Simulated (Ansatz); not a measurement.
## SnH (built on the sites of a database entry of ZrH): following an unstable mode

Wanted: the energy along a soft mode of SnH (built on the sites of a database entry of ZrH) and the structure at the end.

Method: DFT LDA, scalar-relativistic, plane waves, norm-conserving pseudopotentials, in Ansatz 0.2.0.

The structure was built from a prototype and need not be the compound's stable phase.

**1. Set-up**

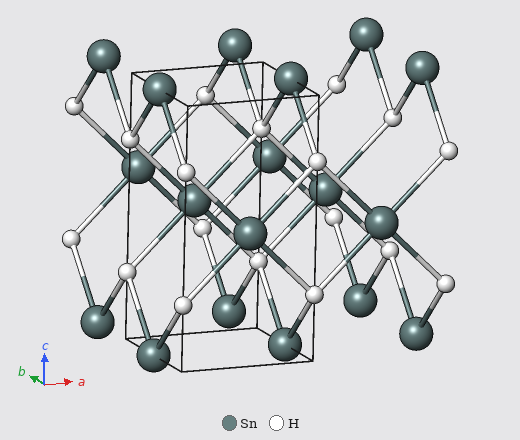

The cell as given, slightly off an axis (tin teal, hydrogen white). 2×2×1 cells are drawn. Some periodic images of atoms are drawn too.

**2. Phonons on a q mesh**

The cell comes from relaxations at this level that are not shown. Stability and thermal properties need the whole zone. Linear response on a 2×2×2 q mesh gives force constants as far as a supercell of that size would.

The input, input.yaml:

```yaml
crystal:
  lattice:
    - [3.2044336889, 0.0, 0.0]
    - [0.0, 3.2044336889, 0.0]
    - [0.0, 0.0, 6.1531286746]
  atoms:
    - { symbol: Sn, position: [0.0, 0.5, 0.0] }
    - { symbol: Sn, position: [0.5, 0.0, 0.5] }
    - { symbol: H, position: [0.0, 0.0, 0.75] }
    - { symbol: H, position: [0.0, 0.0, 0.25] }
kpoints:
  mp_grid: { grid: [12, 12, 8] }
hamiltonian:
  xc: lda
  pseudopotentials: { kind: nc }
scf:
  occupations: { method: methfessel_paxton, width: 0.2 }
output:
  eigenvalues: true
phonons:
  method: dfpt
  qmesh: [2, 2, 2]
  temperatures: { t_max: 1000, t_step: 50 }
  qpath:
    path:
      - [[0.0, 0.0, 0.0], [0.0, 0.5, 0.0], [0.5, 0.5, 0.0], [0.0, 0.0, 0.0], [0.0, 0.0, 0.5], [0.0, 0.5, 0.5], [0.5, 0.5, 0.5], [0.0, 0.0, 0.5]]
      - [[0.0, 0.5, 0.0], [0.0, 0.5, 0.5]]
      - [[0.5, 0.5, 0.0], [0.5, 0.5, 0.5]]
    npoints: 10
```

On the command line:

```
ansatz run input.yaml --threads 8 --pin off --max-ram 14336MiB --backend cpu --events-out ev --progress --plain --runs-dir out
```

What it wrote:

```text
Warning: phonons: the dynamical matrix that this run interpolates holds no multipole term above the dipole-dipole one, and a site of this crystal is no centre of inversion, so its interpolated transverse optical and acoustic branches and sound speeds can stay off near Gamma, and the density of states and the thermodynamics with them. What a run solves at a wave vector of phonons.qpoints, Gamma apart, where the deck admits one, is free of this, and under fd what a larger phonons.supercell samples
Engine: ansatz 0.2.0, x86_64-unknown-linux-gnu
Pseudopotentials: kind: nc
Pseudopotential: Sn, nc, valence charge 14, recommended cutoff 979.609905 eV (normal), Sn.nc.azcp (PseudoDojo's, or run here from an input of PseudoDojo's: the run reads no file of this project's for it)
Pseudopotential: H, nc, valence charge 1, recommended cutoff 1006.821291 eV (normal), H.nc.azcp (PseudoDojo's, or run here from an input of PseudoDojo's: the run reads no file of this project's for it)
Functional definition: SPW92
  exchange = slater_x
  correlation = pw_c
Crystal: 4 atoms, lattice volume = 63.183 Å³
Basis set: ecut = 1006.821291 eV, 4587 PW (Γ), exchange–correlation on 72×72×128 points (8 copies of the dense FFT grid, shifted against one another)
Bands: 19, of which v1, the nominal top of the filled ones, is band 15 counted from 1 (14 counted from 0)
Symmetry: 16 space group operations
k-points: 140 of 1152
Non-local potential: Sn, projectors of the file, l = 0: 2, l = 1: 2, l = 2: 2
Non-local potential: H, projectors of the file, l = 0: 2, l = 1: 1
Initial density: superposition of atomic densities (chi_scale 0.1, normalization cell, long waves kept (reshape's long-wave potential 0.00 eV rms))
Initial wavefunctions: pseudopotential atomic-orbital guess
Functional: x = slater, c = lda
SCF iter   1: F=—  HF=-4306.533802 eV  |F-HF|=—  |Δ(HF+E_count)|=         —  Δρ=3.64e-2  dr2=9.69e-1  ethr=3.10e-3  ⟨swp⟩=6.2  Hψ=26967  notcnv=0  defer=12
automatic band count: the SCF goes on with 23 bands, as 19 were too few: they end inside the smearing window of the response
preconditioner: auto → Kerker (q_TF=auto, 2.410 Å⁻¹)  [metal: Δε(μ)=0.007 eV  Ē_g=21.134 eV  σ=0.200 eV  W_gap=0.03  n_scr=16 (ndim 8)  ℏωp=25.6 eV  f_vac=0.000  D(μ)=1.32/eV (n_scr^D=2)]
SCF iter   2: F=—  HF=-4306.289308 eV  |F-HF|=—  |Δ(HF+E_count)|=   2.44e-1  S|Δr|=    0.00e0  Δρ=1.88e-2  dr2=2.87e-1  ethr=3.10e-3  ⟨swp⟩=1.5  Hψ=4479  notcnv=0  defer=20
SCF iter   3: F=—  HF=-4306.190392 eV  |F-HF|=—  |Δ(HF+E_count)|=   9.89e-2  S|Δr|=    0.00e0  Δρ=3.07e-3  dr2=3.04e-3  ethr=9.55e-4  ⟨swp⟩=2.0  Hψ=4169  notcnv=0  defer=20
SCF iter   4: F=—  HF=-4306.191637 eV  |F-HF|=—  |Δ(HF+E_count)|=   1.25e-3  S|Δr|=    0.00e0  Δρ=5.01e-4  dr2=1.24e-4  ethr=1.01e-5  ⟨swp⟩=2.6  Hψ=5868  notcnv=0  defer=131
SCF iter   5: F=—  HF=-4306.191620 eV  |F-HF|=—  |Δ(HF+E_count)|=   1.70e-5  S|Δr|=    0.00e0  Δρ=1.88e-4  dr2=1.01e-5  ethr=4.13e-7  ⟨swp⟩=2.2  Hψ=4741  notcnv=0  defer=131
SCF iter   6: F=—  HF=-4306.191614 eV  |F-HF|=—  |Δ(HF+E_count)|=   6.46e-6  S|Δr|=    0.00e0  Δρ=4.15e-5  dr2=1.62e-6  ethr=3.36e-8  ⟨swp⟩=2.3  Hψ=4828  notcnv=0  defer=131
SCF iter   7: F=—  HF=-4306.191725 eV  |F-HF|=—  |Δ(HF+E_count)|=   1.11e-4  S|Δr|=    0.00e0  Δρ=7.38e-6  dr2=4.30e-8  ethr=5.41e-9  ⟨swp⟩=2.1  Hψ=3659  notcnv=0  defer=232
SCF iter   8: F=—  HF=-4306.191725 eV  |F-HF|=—  |Δ(HF+E_count)|=   1.17e-8  S|Δr|=    0.00e0  Δρ=1.57e-6  dr2=9.07e-10  ethr=1.43e-10  ⟨swp⟩=2.6  Hψ=5009  notcnv=0  defer=232
SCF iter   9: F=—  HF=-4306.191725 eV  |F-HF|=—  |Δ(HF+E_count)|=  1.63e-10  S|Δr|=    0.00e0  Δρ=2.83e-7  dr2=4.88e-11  ethr=3.02e-12  ⟨swp⟩=2.4  Hψ=4770  notcnv=0  defer=232
SCF iter  10: F=-4306.191725 eV  HF=-4306.191725 eV  |F-HF|=1.82e-12  |Δ(HF+E_count)|=  9.09e-13  S|Δr|=    0.00e0  Δρ=6.22e-8  dr2=2.61e-12  ethr=1.00e-12  ⟨swp⟩=13.2  Hψ=18803  notcnv=0
SCF 1 converged in 10 iterations: F = -4306.191725 eV  dr2 = 2.61e-12
Initial density: read from a saved state, or passed on in memory by an earlier SCF of this step, an earlier step, the calling program or the single point that the run made first
iter 1 solved again at ethr=2.68e-8 eV; its pass at ethr=3.10e-3 eV (dr2=8.04e-6 eV) is discarded
SCF iter   1: F=—  HF=-4306.191613 eV  |F-HF|=—  |Δ(HF+E_count)|=         —  Δρ=3.35e-7  dr2=5.97e-11  ethr=2.68e-8  ⟨swp⟩=5.4  Hψ=23458  notcnv=0
eigensolver tolerance schedule: the retry pair's looser diagonalisation over-reported the residual by 134667.37 of it (diagonalisation noise at an unbounded share of the residual, at the tolerance the schedule requests for it); recorded, not acted on — ethr = c·dr2/N_el stays at c = 1.0e-1
preconditioner: auto → Kerker (q_TF=auto, 2.410 Å⁻¹)  [metal: Δε(μ)=0.094 eV  Ē_g=18.969 eV  σ=0.200 eV  W_gap=0.37  n_scr=16 (ndim 8)  ℏωp=25.6 eV  f_vac=0.000  D(μ)=1.11/eV (n_scr^D=2)]
SCF iter   2: F=—  HF=-4306.191725 eV  |F-HF|=—  |Δ(HF+E_count)|=   1.12e-4  S|Δr|=    0.00e0  Δρ=1.85e-7  dr2=1.24e-11  ethr=1.00e-12  ⟨swp⟩=4.4  Hψ=8392  notcnv=0
SCF iter   3: F=-4306.191725 eV  HF=-4306.191725 eV  |F-HF|=4.55e-12  |Δ(HF+E_count)|=  2.73e-12  S|Δr|=    0.00e0  Δρ=1.17e-7  dr2=5.68e-12  ethr=1.00e-12  ⟨swp⟩=4.5  Hψ=7464  notcnv=0
SCF 2 converged in 3 iterations: F = -4306.191725 eV  dr2 = 5.68e-12
phonons: the bands overlap, so this run is a metal and interpolates without the dipole-dipole term. If the crystal is really an insulator or semiconductor, its LO-TO splitting is missing
NSCF: frozen V_eff on 140 k-points
NSCF: frozen V_eff on 245 k-points
DFPT response loops at q = (0, 0, 0) (fractional): preconditioner auto → Kerker (q_TF=auto, 2.410 Å⁻¹) (partly filled bands, converged f_vac=0.000); β = 1.00, the filter's whole step (`scf.mixing.beta` (0.50) is not read by the response loops under this deck's `scf.mixing.preconditioner`; to damp them name `kerker` or `kerker_dos`, under which they read `scf.mixing.beta`, and type it under 1.00, their step now; both keys bind the ground state too); Broyden in place of MSR1
NSCF: frozen V_eff on 490 k-points
DFPT response loops at q = (0, 0, -0.5) (fractional): mixed as the last ones told, above
NSCF: frozen V_eff on 490 k-points
DFPT response loops at q = (0, -0.5, 0) (fractional): mixed as the last ones told, above
NSCF: frozen V_eff on 490 k-points
DFPT response loops at q = (0, -0.5, -0.5) (fractional): mixed as the last ones told, above
NSCF: frozen V_eff on 490 k-points
DFPT response loops at q = (-0.5, -0.5, 0) (fractional): mixed as the last ones told, above
NSCF: frozen V_eff on 490 k-points
DFPT response loops at q = (-0.5, -0.5, -0.5) (fractional): mixed as the last ones told, above
SCF converged after 10 iterations
Stability not checked: this state was not tested for a lower state beside it, because cold or Methfessel-Paxton smearing, or corrected tetrahedra, fill the levels in a way that the test cannot read (fill_not_monotonic; see scf.lower_state_search)
Free energy (F): -4306.191725 eV
Harris-Foulkes:  -4306.191725 eV  (|F-HF|=1.82e-12)
Internal energy: -4306.192801 eV  (E = F + TS)
E sigma→0 (E₀):  -4306.191994 eV
Entropy (-TS):   0.001076 eV (0.269 meV/atom)
Fermi energy:    9.722162 eV
Step filling:    the computed levels leave a gap of 0.0205 eV = 0.1 smearing widths at the electron count; against every level under it full and every level over it empty, smearing changes F+E_penalty+E_count by +1.235 meV and its σ→0 estimate by +0.966 meV
--- Per-component energies (eV) ---
  E_band       = -193.550148
  E_kinetic    = 2575.412590
  E_local      = -2788.192331  (includes V_loc(G=0)·N_el)
  E_nonlocal   = -1213.694548
  E_hartree    = 969.926578
  E_xc         = -1199.173383
  E_vxc        = -706.929030  (∫ρ·V_xc dr)
  E_ewald      = -2650.471707
  E_smearing   = 0.001076  (= −TS)
  E_closure    = 0.000000  (closes the sum)
  Σ components = -4306.191725   (vs F -4306.191725, Δ=0.00e0)
--- Band table (eV; the first three rows and the last of 140) ---
  k-point 0: bands = [... 11 lower, 1.4735, 2.3186, 11.0793, 13.1863, 13.1863, 13.3545, 14.6511, 15.9182, ... 4 higher]
  k-point 1: bands = [... 11 lower, 0.8662, 3.0438, 10.6181, 13.2518, 13.2518, 13.3641, 14.5675, 15.7218, ... 4 higher]
  k-point 2: bands = [... 11 lower, 0.0854, 4.1759, 9.5150, 13.4396, 13.4461, 13.4461, 14.3544, 15.2586, ... 4 higher]
  k-point 139: bands = [... 11 lower, 4.2930, 5.2505, 5.2505, 8.0426, 8.0426, 10.0460, 10.0460, 12.7078, ... 4 higher]
--- Phonons (Γ-DFPT): 5 representative perturbations + reference (Σ response iterations 14) ---
  ASR residual: 7.397e-6 → 0.000e0 eV/Å²; symmetrization residual: 7.425e-7 eV/Å²
  ASR residual per site (eV/Å²): 7.40e-6 7.40e-6 4.66e-6 4.66e-6
  Γ frequencies (cm⁻¹): -21.76 -21.76 0.00 0.00 0.00 109.61 109.61 115.02 232.33 379.58 502.73 502.73
--- Phonons (arbitrary-q DFPT): 6 irreducible q on the 2×2×2 mesh ---
  q = [0.0000, 0.0000, 0.0000] (star 1, of the zone-centre solve; hermiticity 4.97e-7, symmetrization 1.90e-14): -21.76 -21.76 -0.00 -0.00 0.00 109.61 109.61 115.02 232.33 379.58 502.73 502.73
  q = [0.0000, 0.0000, -0.5000] (star 1, 5 solved perturbations in 1120 linear systems a pass and spin channel, the states on 245 of 1152 k-point pairs; hermiticity 1.97e-7, symmetrization 2.55e-9, the responses' own estimated error 8.4e-6 eV/Å²): -72.44 -72.44 10.48 10.48 55.34 55.34 77.94 77.94 434.32 434.32 510.40 510.40
  q = [0.0000, -0.5000, 0.0000] (star 2, 9 solved perturbations on 245 of 1152 k-point pairs; hermiticity 5.80e-8, symmetrization 3.18e-14, the responses' own estimated error 9.5e-6 eV/Å²): -539.83 -30.81 29.95 41.38 76.41 80.60 92.51 190.37 305.90 473.81 593.90 599.23
  q = [0.0000, -0.5000, -0.5000] (star 2, 9 solved perturbations on 245 of 1152 k-point pairs; hermiticity 7.06e-8, symmetrization 3.10e-8, the responses' own estimated error 1.3e-5 eV/Å²): -198.70 -159.28 -30.54 46.13 50.14 74.30 127.52 138.65 211.97 398.59 595.40 659.99
  q = [-0.5000, -0.5000, 0.0000] (star 1, 5 solved perturbations in 1120 linear systems a pass and spin channel, the states on 245 of 1152 k-point pairs; hermiticity 7.96e-8, symmetrization 2.95e-14, the responses' own estimated error 1.1e-5 eV/Å²): -1086.81 -200.61 -200.61 50.09 50.09 51.19 58.13 121.48 128.05 474.98 474.98 753.79
  q = [-0.5000, -0.5000, -0.5000] (star 1, 5 solved perturbations in 1120 linear systems a pass and spin channel, the states on 245 of 1152 k-point pairs; hermiticity 6.11e-8, symmetrization 1.56e-8, the responses' own estimated error 1.5e-5 eV/Å²): -351.08 -351.08 46.50 46.50 81.07 81.07 112.80 112.80 442.23 442.23 482.30 482.30
  sum rule: each row above includes the acoustic sum rule's correction from the zone centre's row sums; it moved no ω² by more than (1.12 cm⁻¹)²
  mesh force constants: q→R imaginary residual 8.68e-18; ASR residual 7.397e-6 → 0.000e0 eV/Å²; symmetrization residual 2.220e-15 eV/Å²
  interpolated dispersion: 93 rows × 12 modes
  density of states and harmonic sums: on the 20×20×10 q-mesh, interpolated from the force constants of a 2×2×2 supercell (no non-analytic term)
  largest difference from the sums on the solved wave vectors: F 2.01e-1 eV, S 2.77e-4 and C_V 8.60e-5 eV/K
  zero-point energy: 0.140127 eV/cell   skipped modes (ω ≤ 0): 747, of them read as no rigid motion or as one in doubt: 744 (1.846e0 modes/cell left out, lowest -1086.81 cm⁻¹)   left out of the sums: 1.54e-1 of the cell's modes: C_V's classical limit lies that fraction below 3 k_B per atom; for a crystal, a wire or a layer, F and S can be off by more, and a phonons.interpolated_qmesh denser along its periods is the remedy for the sampling
```

The job ended after 4.6 min (8 threads of AMD EPYC 7R43, shared host; peak memory 2.6 GiB).

Reading the cycles: dr2 is the Hartree energy of the density residual (eV), the measure of convergence; HF is the Harris–Foulkes estimate of the energy, which meets the free energy F at convergence.

Numbers from this step:

* volume per atom: 15.80 Å³
* gap on the k-mesh: 0 eV
* sum-rule residual before enforcement: 7.40e-6 eV/Å²
* lowest frequency on the path: -1087 cm⁻¹
* point group: 4/mmm
* highest frequency on the path or at a solved wavevector: 766.4 cm⁻¹
* highest optical mode at the zone centre (no LO-TO term): 502.7 cm⁻¹
* lowest optical zone-centre mode: -21.76 cm⁻¹
* lowest mode on the q mesh (acoustic modes at Γ apart): -1087 cm⁻¹

Frequencies (cm⁻¹) solved at each irreducible wavevector; negative means imaginary. Frequencies by wavevector, by row:

| q in reciprocal lattice units | star | mode 1 | mode 2 | mode 3 | mode 4 | mode 10 | mode 11 | mode 12 |
| --- | --- | --- | --- | --- | --- | --- | --- | --- |
| 0 0 0 | 1 | -21.8 | -21.8 | 0 | 0 | 379.6 | 502.7 | 502.7 |
| 0 0 -0.5 | 1 | -72.4 | -72.4 | 10.5 | 10.5 | 434.3 | 510.4 | 510.4 |
| 0 -0.5 0 | 2 | -539.8 | -30.8 | 29.9 | 41.4 | 473.8 | 593.9 | 599.2 |
| 0 -0.5 -0.5 | 2 | -198.7 | -159.3 | -30.5 | 46.1 | 398.6 | 595.4 | 660 |
| -0.5 -0.5 0 | 1 | -1087 | -200.6 | -200.6 | 50.1 | 475 | 475 | 753.8 |
| -0.5 -0.5 -0.5 | 1 | -351.1 | -351.1 | 46.5 | 46.5 | 442.2 | 482.3 | 482.3 |

Interpolated from a 2×2×2 q mesh, rough between the solved points. The phonon branches at the labelled points (cm⁻¹):

| point | branch 1 | branch 2 | branch 3 | branch 4 | branch 9 | branch 10 | branch 11 | branch 12 |
| --- | --- | --- | --- | --- | --- | --- | --- | --- |
| Γ | -22 | -22 | 0 | 0 | 232 | 380 | 503 | 503 |
| X | -540 | -31 | 30 | 41 | 306 | 474 | 594 | 599 |
| M | -1087 | -201 | -201 | 50 | 128 | 475 | 475 | 754 |
| Γ | -22 | -22 | 0 | 0 | 232 | 380 | 503 | 503 |
| Z | -72 | -72 | 10 | 10 | 434 | 434 | 510 | 510 |
| R | -199 | -159 | -30 | 46 | 212 | 399 | 595 | 660 |
| A | -351 | -351 | 46 | 46 | 442 | 442 | 482 | 482 |
| Z | -72 | -72 | 10 | 10 | 434 | 434 | 510 | 510 |
| jump to X | -540 | -31 | 30 | 41 | 306 | 474 | 594 | 599 |
| R | -199 | -159 | -30 | 46 | 212 | 399 | 595 | 660 |
| jump to M | -1087 | -201 | -201 | 50 | 128 | 475 | 475 | 754 |
| A | -351 | -351 | 46 | 46 | 442 | 442 | 482 | 482 |

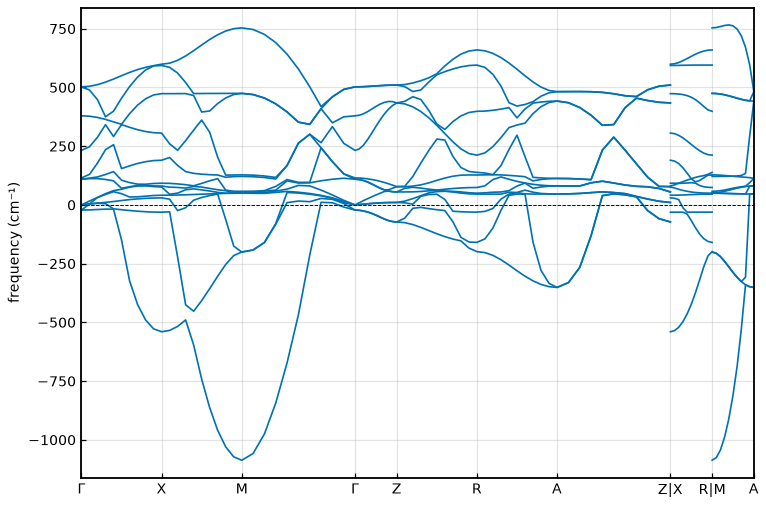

Phonon branches along the path.

Symmetry leaves 6 wavevectors to solve. The lowest mode among them, the acoustic zeros apart, lies at q = (-0.5, -0.5, 0) and is imaginary, 1086.8i cm⁻¹, so the energy falls along it.

**3. The mode frozen in, largest atomic shift 0 Å**

The mode followed lies at q = (-0.5, -0.5, 0) with frequency 1086.8i cm⁻¹, the softest among the wavevectors solved. At small amplitude the distorted cell has space group no. 136 by a symmetry search on the positions. The undistorted cell that holds it gives the zero of energy on the same k mesh.

System of this step: SnH (built on the sites of a database entry of ZrH). The structure is tetragonal, space group P4_2/mmc (No. 131). Conventional cell: a = 3.204 Å, b = 3.204 Å, c = 6.153 Å, α = 90.00°, β = 90.00°, γ = 90.00°. Sn has 4 H at 2.22 Å nearest. Nearest to H lie 4 Sn at 2.22 Å. Farther neighbours are not listed.

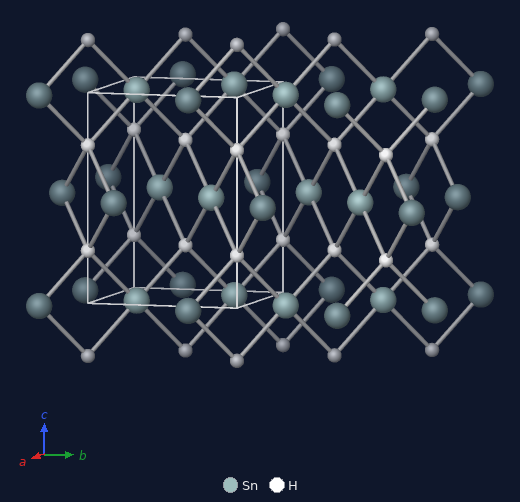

The cell of this step (tin teal, hydrogen white). 1×2×1 cells are drawn. Some periodic images of atoms are drawn too.

The input, input.yaml:

```yaml
crystal:
  lattice:
    - [-3.2044336889, -3.2044336889, 0.0]
    - [-3.2044336889, 3.2044336889, 0.0]
    - [0.0, 0.0, -6.1531286746]
  atoms:
    - { symbol: Sn, position: [0.25, 0.75, 0.0] }
    - { symbol: Sn, position: [0.75, 0.25, 0.0] }
    - { symbol: Sn, position: [0.25, 0.25, 0.5] }
    - { symbol: Sn, position: [0.75, 0.75, 0.5] }
    - { symbol: H, position: [0.5, 0.5, 0.25] }
    - { symbol: H, position: [1.0, 1.0, 0.25] }
    - { symbol: H, position: [0.5, 0.5, 0.75] }
    - { symbol: H, position: [1.0, 1.0, 0.75] }
kpoints:
  mp_grid: { grid: [8, 8, 6] }
hamiltonian:
  xc: lda
  pseudopotentials: { kind: nc }
scf:
  occupations: { method: methfessel_paxton, width: 0.2 }
output:
  forces: true
  stress: true
  eigenvalues: true
```

What it wrote:

```text
[...]
Crystal: 8 atoms, lattice volume = 126.366 Å³
Basis set: ecut = 1006.821291 eV, 9147 PW (Γ)
Bands: 38, of which v1, the nominal top of the filled ones, is band 30 counted from 1 (29 counted from 0)
Symmetry: 32 space group operations
[...]
k-points: 60 of 384
[...]
k-point 0: bands = [... 26 lower, 6.6956, 7.1130, 8.6659, 9.5116, 10.9116, 10.9116, 11.0826, 13.1869, ... 4 higher]
  k-point 1: bands = [... 26 lower, 6.0695, 7.2221, 9.2458, 9.4779, 10.3010, 10.6224, 10.6224, 13.3032, ... 4 higher]
  k-point 2: bands = [... 26 lower, 5.2363, 7.5412, 8.6303, 8.6596, 10.2103, 10.2103, 10.9835, 13.5380, ... 4 higher]
  k-point 59: bands = [... 26 lower, 5.2795, 5.2795, 9.8384, 9.8384, 10.0290, 10.0290, 11.3110, 11.3110, ... 4 higher]
[key lines of the parts left out:]
SCF converged after 8 iterations
Free energy (F): -8612.385160 eV
Fermi energy:    9.708230 eV
P = ⅓ Tr σ = -0.0357 GPa (-0.357 kbar)
```

The job ended after 5.1 s (8 threads; peak memory 1.3 GiB).

Numbers from this step:

```yaml
pressure: -0.03569 GPa
energy_from_the_undistorted_cell: 0 meV/atom
```

The run ends at a pressure of -0.04 GPa.

**4. The mode frozen in, largest atomic shift 0.32 Å**

The atoms are moved along the unstable eigenvector, the largest shift by 0.32 Å, with the cell fixed.

input.yaml, the sections that differ from step 3:

```yaml
crystal:
  lattice:
    - [-3.2044336889, -3.2044336889, 0.0]
    - [-3.2044336889, 3.2044336889, 0.0]
    - [0.0, 0.0, -6.1531286746]
  atoms:
    - { symbol: Sn, position: [0.249940689, 0.750059311, 0.0] }
    - { symbol: Sn, position: [0.750059311, 0.249940689, 0.0] }
    - { symbol: Sn, position: [0.250059311, 0.250059311, 0.5] }
    - { symbol: Sn, position: [0.749940689, 0.749940689, 0.5] }
    - { symbol: H, position: [0.5, 0.5, 0.3020060634] }
    - { symbol: H, position: [1.0, 1.0, 0.1979939366] }
    - { symbol: H, position: [0.5, 0.5, 0.6979939366] }
    - { symbol: H, position: [1.0, 1.0, 0.8020060634] }
# kpoints, hamiltonian, scf, output: as in step 3
```

What it wrote:

```text
[...]
Crystal: 8 atoms, lattice volume = 126.366 Å³
Basis set: ecut = 1006.821291 eV, 9147 PW (Γ)
Bands: 38, of which v1, the nominal top of the filled ones, is band 30 counted from 1 (29 counted from 0)
Symmetry: 16 space group operations
[...]
k-points: 60 of 384
[...]
k-point 0: bands = [... 26 lower, 6.7259, 7.0970, 7.6498, 9.4920, 10.9465, 10.9465, 12.3575, 12.9963, ... 4 higher]
  k-point 1: bands = [... 26 lower, 5.9804, 7.2060, 8.2600, 9.2269, 10.6478, 10.6478, 11.7748, 13.2254, ... 4 higher]
  k-point 2: bands = [... 26 lower, 5.1998, 7.5248, 8.1212, 8.6417, 10.2295, 10.2295, 11.5829, 13.5158, ... 4 higher]
  k-point 59: bands = [... 26 lower, 5.2677, 5.2677, 8.6003, 8.6003, 11.3015, 11.3015, 11.6164, 11.6164, ... 4 higher]
[key lines of the parts left out:]
SCF converged after 8 iterations
Free energy (F): -8612.693158 eV
Fermi energy:    9.731282 eV
P = ⅓ Tr σ = 1.4007 GPa (14.007 kbar)
```

Run time: 4.8 s. Hardware: 8 threads; peak memory 1.3 GiB.

This step gave:

```
pressure                         : 1.401 GPa
energy from the undistorted cell : -38.34 meV/atom
```

The energy, extrapolated to zero smearing, is -38.34 meV/atom against the undistorted cell.

The run ends at a pressure of 1.40 GPa, with forces up to 0.24 eV/Å.

(Part 1 of 3 ends here.)

[Logs are printed without paths, hosts, clocks, repeated set-up lines and the standing remarks that a program may print on its own settings, such as how far it seeks lower states.]

[Hosts, paths, dates, database ids (printed as entryN), source tags and the programs' standing remarks are cut or masked in the printed files.]
